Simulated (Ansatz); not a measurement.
# C2HCl2F (SMILES FC=C(Cl)Cl): r2SCAN0/6-31G(d) (spherical functions)

Aim: the electronic atomisation energy of C2HCl2F at r2SCAN0/6-31G* (spherical functions), from 5 runs. 

Program for the calculation: Ansatz 0.2.0.

66 further runs of the same task are left out: 66 set aside as unsound or not needed. Runs told in other sessions of the task aren't counted.

### 1 The system as given

The species is C2HCl2F (6 atoms), meant as a singlet with charge 0. As SMILES, `FC=C(Cl)Cl`. The shape is that of a PBE0-D4/def2-TZVP optimisation.

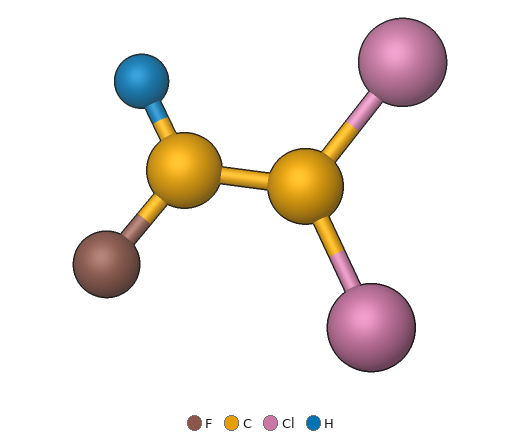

Viewed from a chosen angle; fluorine brown, carbon amber, chlorine pink, hydrogen blue.

### 2 The energy at r2SCAN0/6-31G(d) (spherical functions)

Input file input.yaml:

```yaml
basis:
  gaussian: {orbitals: 6-31G_st_-spherical.json}
crystal:
  periodic: [false, false, false]
  atoms:
    - {symbol: F, position_ang: [0.369860, -1.453540, 1.016570]}
    - {symbol: C, position_ang: [0.335170, -0.183710, 0.639080]}
    - {symbol: C, position_ang: [-0.249490, 0.193990, -0.489960]}
    - {symbol: Cl, position_ang: [-1.002700, -0.907170, -1.549080]}
    - {symbol: Cl, position_ang: [-0.269610, 1.845290, -0.936840]}
    - {symbol: H, position_ang: [0.816790, 0.505150, 1.320220]}
hamiltonian: {xc: {name: r2SCAN0}}
accuracy: high
output: {orbitals: {seedname: orbitals}}
```

The basis set 6-31G* is read from a file made from the Basis Set Exchange's data (not shown).

The run is started by

```console
$ ansatz run input.yaml --threads 1 --pin off --max-ram 3480MiB --events-out events.jsonl --progress --plain --runs-dir runs
```

The log of the run:

```text
Warning: RAYON_NUM_THREADS=1 ignored (pool sized by the plan → 1); use --threads N
Functional definition: r2SCAN0
  name "r2SCAN0"
  parameter a = 0.25
  parameter k0 = 0.174
  parameter k1 = 0.065
  parameter a1 = 4.9479
  exchange = (1 - a)*r2scan_x(k0 = k0, k1 = k1, a1 = a1) + a*exact_x
  correlation = r2scan_c
1764 factors; integrals over basis functions are off by at most 5.3e-9 eV
mean field evaluation 1: about -29844.1692 eV, gradient 2.0e1 eV
mean field evaluation 2: about -29844.2388 eV, gradient 1.9e1 eV
mean field evaluation 4: about -29844.9953 eV, gradient 1.6e0 eV
mean field evaluation 8: about -29845.2220 eV, gradient 3.6e-1 eV
mean field evaluation 16: about -29845.2223 eV, gradient 3.6e-5 eV
mean field -29845.22228262 eV, -1096.7916890682 hartree, gradient 5.8e-8 eV, S^2 0.000000; 0 other end points of the search recorded, 0 dependent functions left out
reference -29845.22228300 eV, -1096.7916890821 hartree; 28, 28 occupied and 52, 52 virtual orbitals, 1764 factors
Total energy: -29845.22228300 eV, -1096.7916890821 hartree
```

It took 18 s on 1 thread of Arm Neoverse V1, shared host; peak memory 0.32 GiB.

### 3 The C atom

Input file molecule.yaml:

```yaml
crystal:
  periodic: [false, false, false]
  atoms:
    - {symbol: C, position_ang: [0.000000, 0.000000, 0.000000]}
basis:
  gaussian: {orbitals: 6-31G_st_-spherical.json}
magnetization: {spin_polarized: true, initial_magnetization: 2}
hamiltonian: {xc: {name: r2SCAN0}}
accuracy: high
```

The basis set 6-31G* is read from a file made from the Basis Set Exchange's data (not shown).

Run the same way, it converges to -37.82117 Eh (log not shown).

### 4 The Cl atom at the same level

Input file in.yaml:

```yaml
crystal:
  periodic: [false, false, false]
  atoms:
    - {symbol: Cl, position_ang: [0.000000, 0.000000, 0.000000]}
basis:
  gaussian:
    orbitals: 6-31G_st_-spherical.json
total_charge: 0
magnetization:
  spin_polarized: true
  initial_magnetization: 1
hamiltonian:
  xc: {name: r2SCAN0}
accuracy: high
```

The basis set 6-31G* is read from a file made from the Basis Set Exchange's data (not shown).

Run the same way, it converges to -460.08505 Eh (log not shown).

### 5 The F atom, same level

Input file input.yaml:

```yaml
crystal:
  periodic: [false, false, false]
  atoms:
    - {symbol: F, position_ang: [0.000000, 0.000000, 0.000000]}
basis:
  gaussian:
    orbitals: 6-31G_st_-spherical.json
magnetization:
  spin_polarized: true
  initial_magnetization: 1
hamiltonian:
  xc: {name: r2SCAN0}
accuracy: high
```

The basis set 6-31G* is read from a file made from the Basis Set Exchange's data (not shown).

Run the same way, it converges to -99.66913 Eh (log not shown).

### 6 The H atom

Input file run.yaml:

```yaml
crystal:
  periodic: [false, false, false]
  atoms:
    - symbol: H
      position_ang: [0.000000, 0.000000, 0.000000]
basis:
  gaussian: {orbitals: "6-31G*"}
magnetization: {spin_polarized: true, initial_magnetization: 1}
hamiltonian: {xc: {name: r2SCAN0}}
accuracy: high
```

Run the same way, it converges to -0.49823 Eh (log not shown).

### 7 Summary of results

Level: r2SCAN0/6-31G* (spherical functions).

| quantity | value |
| --- | --- |
| molecule: total energy | -1096.79169 Eh |
| molecule: HOMO energy | -7.45 eV |
| molecule: LUMO energy | -0.01 eV |
| molecule: HOMO–LUMO gap | 7.44 eV |
| C atom: total energy | -37.82117 Eh |
| C atom: ⟨S²⟩ | 2.004 |
| Cl atom: total energy | -460.08505 Eh |
| Cl atom: ⟨S²⟩ | 0.753 |
| F atom: total energy | -99.66913 Eh |
| F atom: ⟨S²⟩ | 0.752 |
| H atom: total energy | -0.49823 Eh |
| H atom: ⟨S²⟩ | 0.750 |
| electronic atomisation energy | 22.093 eV |

**Reading.** Taking the molecule apart into free atoms costs 22.09 eV (509 kcal/mol), before zero-point energy and without spin-orbit coupling.
